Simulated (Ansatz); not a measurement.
System: Hf4O3.

```yaml
crystal:
  lattice:
    - [4.62379, 0.00000, 0.00000]
    - [0.00000, 4.62379, 0.00000]
    - [0.00000, 0.00000, 4.96105]
  atoms:
    - { symbol: Hf, position: [0.25342, 0.25342, 0.25782] }
    - { symbol: Hf, position: [0.74658, 0.74658, 0.25782] }
    - { symbol: Hf, position: [0.74658, 0.25342, 0.74218] }
    - { symbol: Hf, position: [0.25342, 0.74658, 0.74218] }
    - { symbol: O, position: [0.00000, 0.00000, 0.00000] }
    - { symbol: O, position: [0.00000, 0.00000, 0.50000] }
    - { symbol: O, position: [0.50000, 0.50000, 0.00000] }
```

Space group P-42m; a structure from a database of computed crystals, not necessarily the ambient phase; a generated structure, not necessarily the stable one; changed on purpose from its base cell (volume × 0.91, shape and atoms relaxed); computed pressure about 17 GPa in this cell.

Computed with DFT PBE, scalar-relativistic, plane waves, PAW (Ansatz).

> What can the converged valence pseudo-density and electron localisation function tell about the bonding?

Hf–O (2.05 Å): the density is about 0.84 e/Å³ at the midpoint; the ELF peaks at about 0.80 in the valence shell of O, 0.6 Å from its nucleus, and drops to about 0.20 between the two atoms; no localised pair shows between them.
Hf–O (2.09 Å): ρ is about 0.75 e/Å³ halfway; the ELF peaks at about 0.80 in the valence shell of O, 0.6 Å from its nucleus, and drops to about 0.20 between the two atoms: no localised pair shows between them.
The ELF has a maximum of about 0.80 in the space between the atoms, 2.0 Å from four Hf atoms, on no atom or two-centre bond.

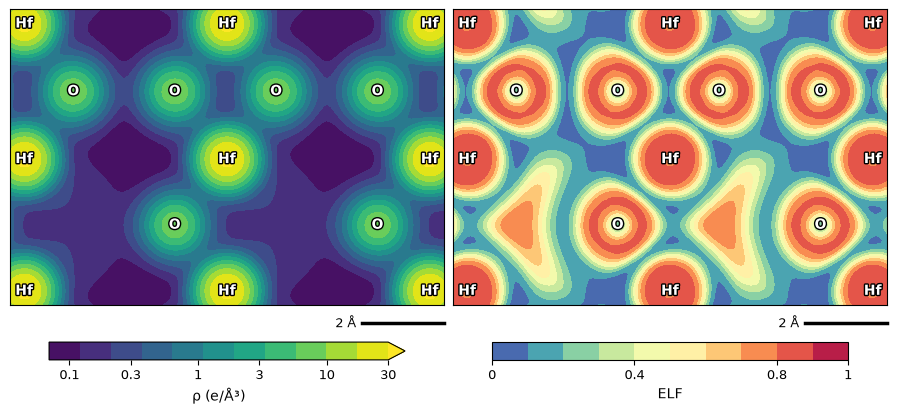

Computed valence pseudo-density and electron localisation function on the (11̄0) plane of the conventional cell, in this order. 
